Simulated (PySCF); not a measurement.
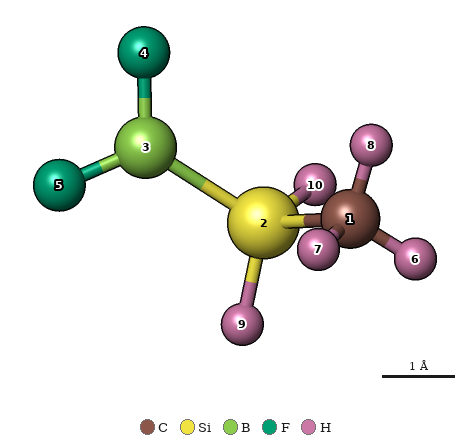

*The structure (ball-and-stick view, seen at a tilt; atoms are numbered from 1 in the order of the input).*

Bond lengths as drawn: B–F 1.32 Å, B–Si 1.99 Å, C–H 1.09 Å, C–Si 1.91 Å and H–Si 1.47 Å.

## Run report: CH₅BF₂Si, NMR shielding calculation

CH₅BF₂Si, computed with GIAO PBE0/6-31G* NMR shielding, non-relativistic, gas phase (PySCF 2.14.0).

The geometry comes from this level: GFN2-xTB. Figures and captions count atoms from 1; the log counts them from 0 in places.

## The program's output
```
coarse grid: 9072 points
cycle   1  E = -554.7649689063  dE =  2.920e-01  |g| = 6.894e-01  |ddm| = 2.688e+00
cycle   2  E = -554.6846324613  dE =  8.034e-02  |g| = 9.796e-01  |ddm| = 9.588e-01
cycle   3  E = -554.8510884325  dE = -1.665e-01  |g| = 4.143e-02  |ddm| = 5.669e-01
cycle   4  E = -554.8513644549  dE = -2.760e-04  |g| = 2.300e-02  |ddm| = 4.754e-02
cycle   5  E = -554.8514966198  dE = -1.322e-04  |g| = 3.139e-03  |ddm| = 2.089e-02
cycle   6  E = -554.8514998486  dE = -3.229e-06  |g| = 4.827e-04  |ddm| = 4.181e-03
final grid: 84416 points
cycle   7  E = -554.8301856974  dE = -2.354e-05  |g| = 4.771e-03  |ddm| = 1.563e-02
cycle   8  E = -554.8301833416  dE =  2.356e-06  |g| = 5.627e-03  |ddm| = 8.434e-03
cycle   9  E = -554.8301917949  dE = -8.453e-06  |g| = 2.294e-04  |ddm| = 4.650e-03
cycle  10  E = -554.8301918105  dE = -1.556e-08  |g| = 6.813e-05  |ddm| = 3.452e-04
cycle  11  E = -554.8301918115  dE = -9.932e-10  |g| = 3.353e-05  |ddm| = 7.592e-05
cycle  12  E = -554.8301918117  dE = -1.772e-10  |g| = 6.575e-06  |ddm| = 2.146e-05
```

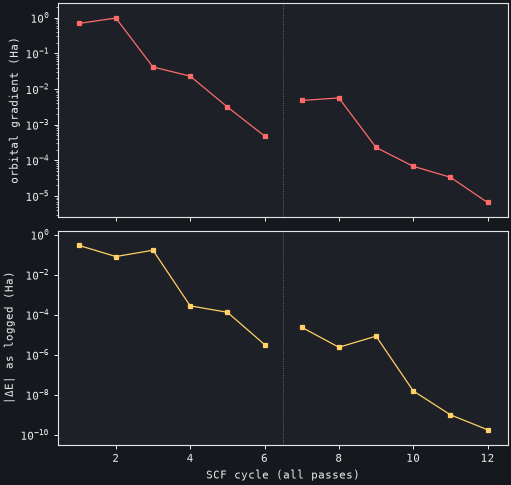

*Convergence of the self-consistent field: orbital gradient and size of the energy change against the SCF cycle. The dotted line marks the change from a coarse to the final integration grid.*

The first 6 cycles use a coarse grid, the final grid takes over at cycle 7, and the field converges after 12 cycles in all.

```
converged SCF energy = -554.8301918117

GIAO shielding tensors (ppm)
atom      isotropic    diamagn.    paramagn.     s11        s22        s33       span
  0 C      205.716     250.252     -44.536    201.297    206.052    209.800      8.503
  1 Si     482.471     883.776    -401.305    460.250    483.406    503.756     43.506
  2 B       82.813     196.500    -113.687     55.998     93.431     99.010     43.012
  3 F      209.977     469.601    -259.624      2.944    273.721    353.266    350.322
  4 F      206.777     468.748    -261.970     -2.080    272.256    350.155    352.235
  5 H       32.177      29.595       2.582     27.402     29.111     40.017     12.616
  6 H       32.323      30.314       2.009     27.650     29.855     39.464     11.813
  7 H       32.288      30.344       1.944     27.451     29.861     39.552     12.101
  8 H       28.489      30.138      -1.649     25.285     26.578     33.605      8.320
  9 H       28.408      29.991      -1.583     25.624     26.233     33.368      7.743
```

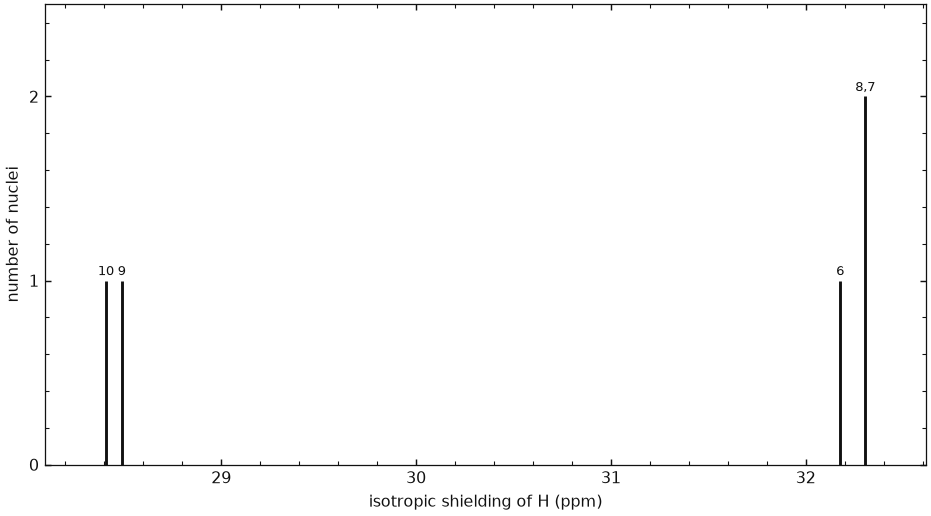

*Isotropic shieldings of the hydrogen nuclei in this fixed geometry, labelled by atom number; shielding grows to the right, so chemical shift grows to the left.*

The least shielded is H10 (28.4 ppm), the most shielded H7 (32.3 ppm).

This output came from the following input.

## Input
```
{"job": {"kind": "nmr", "xc": "PBE0", "basis": "6-31G*", "pop": false}, "charge": 0, "multiplicity": 1}
C     -1.387745    -0.509295     0.007482
Si     0.049093     0.713513    -0.264329
B      1.772810    -0.105777     0.284093
F      2.354663    -1.101900    -0.361841
F      2.479448     0.268787     1.336490
H     -2.332290    -0.074960    -0.303504
H     -1.482776    -0.789415     1.053520
H     -1.240211    -1.420858    -0.565639
H     -0.250581     1.945097     0.481731
H      0.046472     1.079463    -1.690530
```

The first line tells a small driver script what to run in PySCF; the rest is the geometry in Å.

Command:
```bash
OMP_NUM_THREADS=1 python <driver script> task.json out
```

## Results in brief

```json
{"quantity": "outcome", "value": "converged"}
{"quantity": "total energy", "value": "−554.830192 hartree"}
{"quantity": "HOMO", "value": "−8.80 eV"}
{"quantity": "LUMO", "value": "−0.79 eV"}
{"quantity": "dipole moment", "value": "1.30 D"}
{"quantity": "isotropic shielding, C", "value": "205.7 ppm"}
{"quantity": "isotropic shielding, Si", "value": "482.5 ppm"}
{"quantity": "isotropic shielding, B", "value": "82.8 ppm"}
{"quantity": "isotropic shielding, F", "value": "206.8 to 210.0 ppm"}
{"quantity": "isotropic shielding, H", "value": "28.4 to 32.3 ppm"}
{"quantity": "hardware", "value": "1 CPU thread, shared host"}
{"quantity": "wall time", "value": "4.1 s"}
{"quantity": "peak memory", "value": "0.45 GiB"}
```

## Remarks

Settings chosen away from the usual ones: PBE0/6-31G*.
